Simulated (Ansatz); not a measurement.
```yaml
atoms:
  - { symbol: Zn, position_ang: [-0.0640, -0.0198, -0.0404] }
  - { symbol: O, position_ang: [-0.0074, -0.0023, 1.7483] }
  - { symbol: H, position_ang: [-0.8692, -0.2689, 2.1274] }
  - { symbol: Cl, position_ang: [0.0311, 0.0096, -2.1581] }
```

Computed with RKS BLYP-D4/def2-SVP (Ansatz 0.2.0).

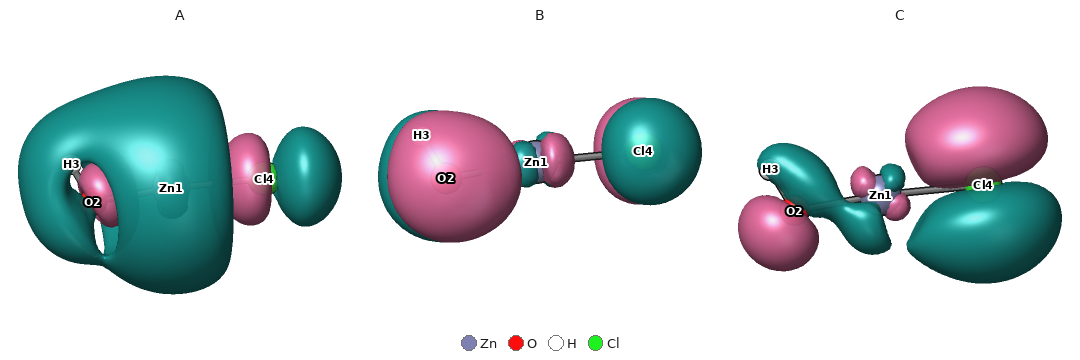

ClHOZn. Three frontier orbitals at ±0.06 Å⁻³ᐟ² (teal and pink are the two phases), in no order.

Question: Which picture is the HOMO−1, the HOMO and the LUMO?

Answer: C is the HOMO−1 (−6.82 eV). Its weight (Hirshfeld) is mainly on Cl4 (about 80 %), O2 (about 10 %) and Zn1 (about 10 %); it is symmetric in the molecular plane (an in-plane orbital: σ, lone-pair or in-plane π type); largely a lone pair of Cl4. B is the HOMO (−6.16 eV). It lies mainly on O2 (about 75 %), Cl4 (about 10 %) and Zn1 (about 10 %); it changes sign across the molecular plane (π type); π-antibonding (a node) across Zn1–Cl4. A is the LUMO (−2.01 eV). It lies mainly on Zn1 (about 60 %), Cl4 (about 20 %), O2 (about 15 %) and H3 (about 5 %).

Question: What is the HOMO–LUMO gap?

Answer: 4.15 eV between the orbital energies.
